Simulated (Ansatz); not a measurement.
**LaHg2 (P-3m1): phonons along a line and the smearing**

Wanted: frequencies of LaHg2 (P-3m1) solved wavevector by wavevector at several smearings. The first relaxation steps of the session are not shown, so no cell shown is the starting entry, unless a step says so.

Calculated with Ansatz 0.2.0; DFT PBEsol, scalar-relativistic, plane waves, PAW; PAW set soft_1.

## Step 1: The cell after earlier relaxation steps

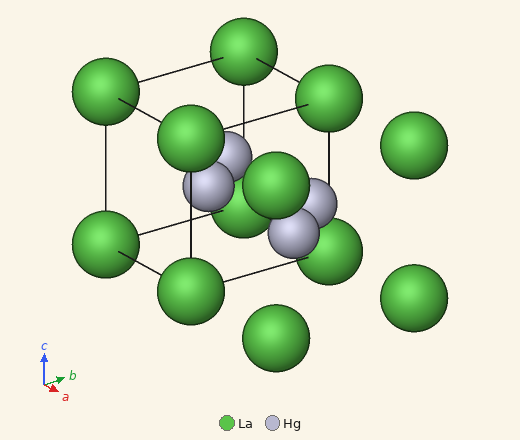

The cell as given, slightly off an axis (lanthanum green, mercury light grey). 2×1×1 cells are drawn. Some periodic images of atoms are drawn too.

## Step 2: Tight relaxation

Residual forces and stress shift phonon frequencies, so the cell is relaxed again, with tight thresholds and the mesh and smearing of this input. Earlier relaxation steps are not shown.

Contents of input.yaml:

```yaml
crystal:
  lattice:
    - [5.0010358893, 0.0, 0.0]
    - [-2.5005179446, 4.3310241253, 0.0]
    - [0.0, 0.0, 3.4825028749]
  atoms:
    - { symbol: La, position: [0.0, 0.0, 0.0] }
    - { symbol: Hg, position: [0.3333333333, 0.6666666667, 0.5000241061] }
    - { symbol: Hg, position: [0.6666666667, 0.3333333333, 0.4999758939] }
kpoints:
  mp_grid: { grid: [6, 6, 8] }
hamiltonian:
  xc: pbesol
  pseudopotentials: { kind: paw, azcp: { folder: soft_1 }, xc_functional: pbe }
scf:
  occupations: { method: methfessel_paxton, width: 0.2 }
output:
  forces: true
  stress: true
  eigenvalues: true
relax:
  adjacent_minimum: "off"
  f_tol: 0.001
  max_steps: 60
  cell: { stress_tol: 0.01 }
```

On the command line:

```console
ansatz run input.yaml --threads 4 --pin off --max-ram 12288MiB --backend cpu --events-out ev --progress --plain --runs-dir out
```

Numbers of over 12 decimals in the logs are rounded to 6 here.

The log of the run:

```text
[the first part of the log is left out]
  E_paw        = -24952.464847  (= ΣΔE_a)
  E_vpaw       = -985.767357  (= ΣTr[D̂ρ^β])
  E_aug_tail   = 0.000862  (compensation charges beyond the density's cutoff)
  E_ewald      = -6295.809071
  E_core_change = 0.826456  (= ΣΔE_core)
  E_smearing   = -0.005494  (= −TS)
  E_closure    = -0.000000  (closes the sum)
  Σ components = -33503.185861   (vs F -33503.185861, Δ=0.00e0)
--- Forces (eV/Å), atoms counted from 1 ---
  atom   1  La    -0.00000000    -0.00000000     0.00000000
  atom   2  Hg     0.00000000     0.00000000     0.00000169
  atom   3  Hg    -0.00000000    -0.00000000    -0.00000169
  max |Σ_I F_I| component: 5.55e-17 eV/Å
--- Stress (GPa, compression-positive) ---
        0.000277       0.000000       0.000000
        0.000000       0.000277      -0.000000
        0.000000      -0.000000      -0.000860
  P = ⅓ Tr σ = -0.0001 GPa (-0.001 kbar)
--- Band table (eV; the first three rows and the last of 44) ---
  k-point 0: bands = ["-100.3410", "-100.3376", "-48.6375", "-48.6375", "-48.5906", "-48.5866", "-48.5866", "-48.5818", "-17.7417", "-1.4895", "-1.4895", "-0.7299", "6.6602", "7.2563", "7.6104", "7.6104", "7.8455", "7.8455", "7.8734", "8.0581", "8.0581", "8.4518", "8.4518", "13.9072", "13.9072", "14.4037", "14.8234", "16.7416", "16.7416", "17.0948", "17.1170", "17.1826", "17.1826", "17.6116", "19.5130", "19.5130"]
  k-point 1: bands = ["-100.3410", "-100.3375", "-48.6374", "-48.6374", "-48.5917", "-48.5865", "-48.5865", "-48.5828", "-17.7169", "-1.4579", "-1.4579", "-0.9937", "6.8042", "7.4843", "7.6006", "7.6006", "7.7677", "7.7677", "8.0092", "8.0092", "8.0176", "8.4361", "8.4361", "14.1852", "14.1852", "14.5332", "15.3100", "16.6961", "16.6961", "16.9876", "17.1005", "17.1862", "17.1862", "17.6000", "18.5376", "18.5376"]
  k-point 2: bands = ["-100.3409", "-100.3375", "-48.6372", "-48.6372", "-48.5943", "-48.5863", "-48.5863", "-48.5853", "-17.6563", "-1.5724", "-1.3799", "-1.3799", "7.0390", "7.4905", "7.4905", "7.6846", "7.6846", "7.8932", "7.8932", "8.2440", "8.3815", "8.3928", "8.3928", "14.9143", "14.9143", "14.9560", "15.6588", "16.4555", "16.4555", "16.5015", "17.1143", "17.2228", "17.2228", "17.5608", "17.6300", "17.6300"]
  k-point 43: bands = ["-100.3392", "-100.3392", "-48.6415", "-48.6116", "-48.6116", "-48.5934", "-48.5934", "-48.5816", "-17.5659", "-2.2380", "-1.3221", "-1.3221", "7.0481", "7.1712", "7.3096", "7.3096", "7.8489", "7.8489", "8.3652", "8.5857", "8.5857", "9.0186", "10.9544", "10.9544", "14.5894", "14.5894", "15.8014", "16.8013", "16.8013", "16.9923", "17.0273", "17.1318", "17.3039", "17.3039", "18.6872", "18.6872"]
--- Relaxed structure (5 steps of the walk, 5 accepted, 1 SCFs on fresh bases) ---
  F+E_penalty+E_count = -33503.18586092 eV   max|allowed force component| = 1.692e-6 eV/Å   (the final SCF, on the basis selected at the relaxed cell)
  cell:  # Å, volume = 75.0489 Å³
    - [5.020668, -2.8980910092608222e-11, -4.273925253426784e-18]
    - [-2.510334, 4.348026, 1.4246417511359306e-18]
    - [-2.9761747989353484e-18, -5.727651070941769e-19, 3.437878]
  atoms:
    - { symbol: La, position: [0, 0, 0] }
    - { symbol: Hg, position: [0.333333, 0.666667, 0.500000] }
    - { symbol: Hg, position: [0.666667, 0.333333, 0.500000] }
```

Wall time 8.1 s (4 threads of Arm Neoverse V2, shared host); peak memory 0.61 GiB; 30 s of CPU time.

Relaxation path:

| step | energy less that of the first step (eV) | largest force component (eV/Å) | pressure (GPa) | volume (Å³) |
| --- | --- | --- | --- | --- |
| 1 | 0.0000 | 0.0001 | -0.01 | 75.43 |
| 2 | -0.0020 | 0.0000 | -0.09 | 75.27 |
| 3 | -0.0023 | 0.0000 | 0.10 | 74.94 |
| 4 | -0.0023 | 0.0000 | -0.01 | 75.06 |
| 5 | -0.0023 | 0.0000 | 0.00 | 75.05 |
| 6 | -0.0022 | 0.0000 | 0.00 | 75.05 |

The log counts 1 steps on a newly chosen plane-wave basis, not all of them marked here; energy and pressure can jump at such steps.

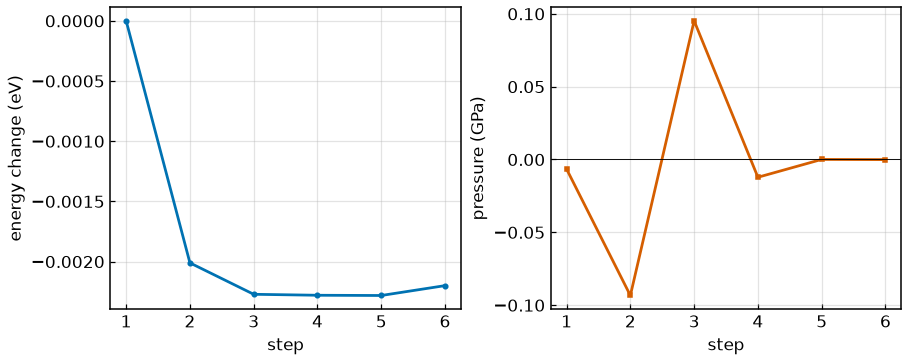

Energy and pressure along the relaxation.

| conventional cell, symmetrised | before | after | change |
| --- | --- | --- | --- |
| a (Å) | 5.001 | 5.021 | +0.4 % |
| b (Å) | 5.001 | 5.021 | +0.4 % |
| c (Å) | 3.483 | 3.438 | -1.3 % |
| volume (Å³/atom) | 25.14 | 25.02 | -0.5 % |

The relaxed structure:

```xyz
3
Lattice="5.0207 0.0000 0.0000 -2.5103 4.3480 0.0000 0.0000 0.0000 3.4379" Properties=species:S:1:pos:R:3 pbc="T T T"
La    0.0000    0.0000    0.0000
Hg    0.0000    2.8987    1.7189
Hg    2.5103    1.4493    1.7189
```

Numbers from this step:

```
pressure          : -1.02e-4 GPa
volume per atom   : 25.02 Å³/atom
metallic on mesh  : yes
gap on the k-mesh : 0 eV
```

The largest force is now 1.7e-6 eV/Å and the largest stress component 8.6e-4 GPa, small enough for phonons.

## Step 3: Phonons along a line: Fermi–Dirac smearing of 0.1 eV

The smearing blurs the Fermi surface that screens the phonons; a Fermi–Dirac width is an electronic temperature.

Contents of input.yaml:

```yaml
crystal:
  lattice:
    - [5.0206683618, 0.0, 0.0]
    - [-2.5103341809, 4.3480263453, 0.0]
    - [0.0, 0.0, 3.4378776222]
  atoms:
    - { symbol: La, position: [0.0, 0.0, 0.0] }
    - { symbol: Hg, position: [0.3333333333, 0.6666666667, 0.4999997087] }
    - { symbol: Hg, position: [0.6666666667, 0.3333333333, 0.5000002913] }
kpoints:
  mp_grid: { grid: [9, 9, 12] }
hamiltonian:
  xc: pbesol
  pseudopotentials: { kind: paw, azcp: { folder: soft_1 }, xc_functional: pbe }
scf:
  occupations: { method: fermi_dirac, width: 0.1 }
output:
  eigenvalues: true
phonons:
  method: dfpt
  qpoints: [[0, 0, 0], [0.333333333, 0.0, 0.0]]
```

The log of the run:

```text
Warning: the atoms were moved onto the symmetric positions of the space group found under crystal.symmetry.tolerance 1.0e-5 (fractional; no operation is sought that the atoms, as they stand in a round, miss by more than twice it, and no atom is moved by as much as it), and the run uses the moved positions. Before a round's move an operation carried an atom to 2.00e-6 Å from where it should land, the largest such dist [...]
The run solves and reports these wavevectors of phonons.qpoints, in the list's order, at another value: [0.333333333, 0.0, 0.0] as [0.333333, 0.0, 0.0].
[...]
Crystal: 3 atoms, lattice volume = 75.049 Å³
Basis set: ecut = 420 eV, 1457 PW (Γ), exchange–correlation on 72×72×48 points (8 copies of the dense FFT grid, shifted against one another)
Bands: 31, of which v1, the nominal top of the filled ones, is band 26 counted from 1 (25 counted from 0)
Symmetry: 24 space group operations
k-points: 84 of 972
[...]
SCF iter   1: F=—  HF=-33509.127520 eV  |F-HF|=—  |Δ(HF+E_count)|=         —  Δρ=1.63e-1  dr2=4.57e1  ethr=3.10e-3  ⟨swp⟩=5.0  Hψ=17777  notcnv=0
automatic band count: the SCF goes on with 36 bands, as 31 were too few: the levels above may hold too much charge
[...]
SCF iter   2: F=—  HF=-33505.632313 eV  |F-HF|=—  |Δ(HF+E_count)|=    3.50e0  Δρ=9.85e-2  dr2=1.71e1  ethr=3.10e-3  ⟨swp⟩=2.7  Hψ=5814  notcnv=0
[...]
SCF iter  13: F=-33503.222560 eV  HF=-33503.222560 eV  |F-HF|=1.46e-11  |Δ(HF+E_count)|=  1.46e-11  Δρ=9.66e-8  dr2=8.64e-12  ethr=1.00e-12  ⟨swp⟩=6.0  Hψ=12365  notcnv=0
SCF 1 converged in 13 iterations: F = -33503.222560 eV  dr2 = 8.64e-12
[...]
NSCF: frozen V_eff on 84 k-points
[...]
DFPT response loops at q = (0, 0, 0) (fractional): preconditioner auto → Kerker (q_TF=auto, 2.558 Å⁻¹) (partly filled bands, converged f_vac=0.000); β = 1.00, the filter's whole step (`scf.mixing.beta` (0.50) is not read by the response loops under this deck's `scf.mixing.preconditioner`; to damp them name `kerker` or `kerker_dos`, under which they read `scf.mixing.beta`, and type it under 1.00, their step now; both keys bind the ground state too); Broyden in place of MSR1
[...]
SCF converged after 13 iterations
Free energy (F): -33503.222560 eV
[...]
Internal energy: -33503.154886 eV  (E = F + TS)
E sigma→0 (E₀):  -33503.188723 eV
Entropy (-TS):   -0.067674 eV (-22.558 meV/atom)
Fermi energy:    15.213204 eV
[...]
--- Band table (eV; the first three rows and the last of 84) ---
  k-point 0: bands = [... 22 lower, 8.4428, 13.9052, 13.9052, 14.3971, 14.8417, 16.7548, 16.7548, 17.1014, ... 6 higher]
  k-point 1: bands = [... 22 lower, 8.4358, 14.0311, 14.0311, 14.4541, 15.0686, 16.7365, 16.7365, 17.0853, ... 6 higher]
  k-point 2: bands = [... 22 lower, 8.4152, 14.3868, 14.3868, 14.6320, 15.6324, 16.6599, 16.6599, 16.8295, ... 6 higher]
  k-point 83: bands = [... 22 lower, 10.9512, 10.9512, 14.5901, 14.5901, 15.8007, 16.8088, 16.8088, 17.0037, ... 6 higher]
--- Phonons (Γ-DFPT): 4 representative perturbations + reference (Σ response iterations 12) ---
  ASR residual: 1.101e-4 → 0.000e0 eV/Å²; symmetrization residual: 8.085e-6 eV/Å²
  ASR residual per site (eV/Å²): 5.61e-5 1.10e-4 1.10e-4
  Γ frequencies (cm⁻¹): 0.00 0.00 0.00 48.87 84.77 101.85 101.85 115.87 115.87
  non-analytic LO–TO correction: not included (Born effective charges unavailable; polar crystals: no LO–TO splitting at Γ)
--- Phonons (arbitrary-q DFPT): 2 explicit q-points ---
  q = [0, 0, 0] (of the zone-centre solve; hermiticity 2.72e-6, symmetrization 3.87e-12): -0.00 -0.00 0.00 48.87 84.77 101.85 101.85 115.87 115.87
  q = [0.333333, 0, 0] (4 solved perturbations in 1764 linear systems a pass and spin channel, the states on 567 of 972 k-point pairs; hermiticity 3.46e-6, symmetrization 1.76e-10): 36.49 42.31 45.84 71.75 75.92 78.18 78.72 116.98 130.44
  sum rule: each row above includes the acoustic sum rule's correction from the zone centre's row sums; it moved no ω² by more than (0.39 cm⁻¹)²
```

It took 2.1 min on 4 threads; peak memory 3.4 GiB.

In the SCF lines HF is the Harris–Foulkes energy and dr2 the Hartree energy of the density residual, in eV; the loop may stop once dr2 is under the threshold and the program's other checks hold. Hψ counts applications of the Hamiltonian.

Each wavevector solved by linear response. Table of frequency by |q| along the line; 7 of 9 lines:

| \|q\| along the line (Å⁻¹) | mode 1 (cm⁻¹) | mode 2 (cm⁻¹) | mode 3 (cm⁻¹) | mode 4 (cm⁻¹) | mode 5 (cm⁻¹) | mode 6 (cm⁻¹) | mode 7 (cm⁻¹) |
| --- | --- | --- | --- | --- | --- | --- | --- |
| 0.000 | 0 | 0 | 0 | 48.9 | 84.8 | 102 | 102 |
| 0.482 | 36.5 | 42.3 | 45.8 | 71.8 | 75.9 | 78.2 | 78.7 |

## Step 4: Wavevectors along a line: Fermi–Dirac smearing of 0.25 eV

The smearing blurs the Fermi surface that screens the phonons; a Fermi–Dirac width is an electronic temperature.

Edit input.yaml of step 3 so:

```diff
@@ -15,3 +15,3 @@
 scf:
-  occupations: { method: fermi_dirac, width: 0.1 }
+  occupations: { method: fermi_dirac, width: 0.25 }
 output:
```

Wider smearing eases the sum over k-points of a metal but moves the result away from its zero-temperature value.

The log of the run:

```text
[...]
band count auto-derived: 33 (N_el = 51.0; filled up to band 26; 31 by the electrons, moments and atoms)
[...]
Crystal: 3 atoms, lattice volume = 75.049 Å³
Basis set: ecut = 420 eV, 1457 PW (Γ), exchange–correlation on 72×72×48 points (8 copies of the dense FFT grid, shifted against one another)
Bands: 33, of which v1, the nominal top of the filled ones, is band 26 counted from 1 (25 counted from 0)
Symmetry: 24 space group operations
k-points: 84 of 972
[...]
SCF iter   1: F=—  HF=-33509.806760 eV  |F-HF|=—  |Δ(HF+E_count)|=         —  Δρ=1.85e-1  dr2=5.48e1  ethr=3.10e-3  ⟨swp⟩=5.8  Hψ=19689  notcnv=0
[...]
SCF iter  13: F=-33503.398334 eV  HF=-33503.398334 eV  |F-HF|=7.28e-12  |Δ(HF+E_count)|=  7.28e-12  Δρ=3.77e-8  dr2=1.07e-12  ethr=1.00e-12  ⟨swp⟩=5.8  Hψ=13555  notcnv=0
SCF 1 converged in 13 iterations: F = -33503.398334 eV  dr2 = 1.07e-12
[...]
WARN: eigensolver did not converge (k=29): 1 band(s) unlocked after 20 sweeps at ethr=2.23e-12 eV (storage-precision floor; scheduled 1.00e-12 eV) (lowest unlocked band 39, counted from 0; max residual 4.96e-6 eV among the unlocked bands, 4.96e-6 eV over every band; other slots of this pass that fall short are told together in one closing line; warning suppressed until the next SCF loop or pass starts)
WARN: eigensolver did not converge in 3 slots of this pass, the one above among them; of largest residual over every band (k=70): 1 band(s) unlocked (lowest unlocked band 39, counted from 0; max residual 2.80e-3 eV among the unlocked bands, 2.80e-3 eV over every band); of lowest unlocked band (k=29): band 39
[...]
SCF converged after 13 iterations
Free energy (F): -33503.398334 eV
[...]
Internal energy: -33502.975154 eV  (E = F + TS)
E sigma→0 (E₀):  -33503.186744 eV
Entropy (-TS):   -0.423180 eV (-141.060 meV/atom)
Fermi energy:    15.203950 eV
[...]
--- Band table (eV; the first three rows and the last of 84) ---
  k-point 0: bands = [... 22 lower, 8.4364, 13.9093, 13.9093, 14.3980, 14.8658, 16.8479, 16.8479, 17.1978, ... 10 higher]
  k-point 1: bands = [... 22 lower, 8.4295, 14.0356, 14.0356, 14.4552, 15.0941, 16.8263, 16.8263, 17.1782, ... 10 higher]
  k-point 2: bands = [... 22 lower, 8.4090, 14.3927, 14.3927, 14.6341, 15.6606, 16.7365, 16.7365, 16.9026, ... 10 higher]
  k-point 83: bands = [... 22 lower, 10.9486, 10.9486, 14.5949, 14.5949, 15.8134, 16.8898, 16.8898, 17.0899, ... 10 higher]
[...]
ASR residual: 5.657e-4 → 0.000e0 eV/Å²; symmetrization residual: 2.144e-5 eV/Å²
  ASR residual per site (eV/Å²): 5.66e-4 3.47e-4 3.47e-4
  Γ frequencies (cm⁻¹): 0.00 0.00 0.00 47.23 84.96 102.30 102.30 115.58 115.58
[...]
--- Phonons (arbitrary-q DFPT): 2 explicit q-points ---
[...]
```

The job ended after 2.6 min (4 threads; peak memory 3.7 GiB).

Each wavevector solved by linear response. Table of frequency by |q| along the line; 7 of 8 lines:

| \|q\| along the line (Å⁻¹) | mode 1 (cm⁻¹) | mode 2 (cm⁻¹) | mode 3 (cm⁻¹) | mode 4 (cm⁻¹) | mode 5 (cm⁻¹) | mode 6 = mode 7 (cm⁻¹) | mode 8 (cm⁻¹) |
| --- | --- | --- | --- | --- | --- | --- | --- |
| 0.000 | 0 | 0 | 0 | 47.2 | 85.0 | 102 | 116 |
| 0.482 | 36.1 | 42.0 | 45.2 | 72.1 | 76.4 | 78.7 | 117 |

Against step 3 (now smearing width 0.25 eV), the free energy moves by -58.6 meV an atom.

[end of part 1 of 2]

[Logs are printed without paths, hosts, clocks, repeated set-up lines and the standing remarks that a program may print on its own settings, such as how far it seeks lower states.]

[Hosts, paths, dates, database ids (printed as entryN), source tags and the programs' standing remarks are cut or masked in the printed files.]
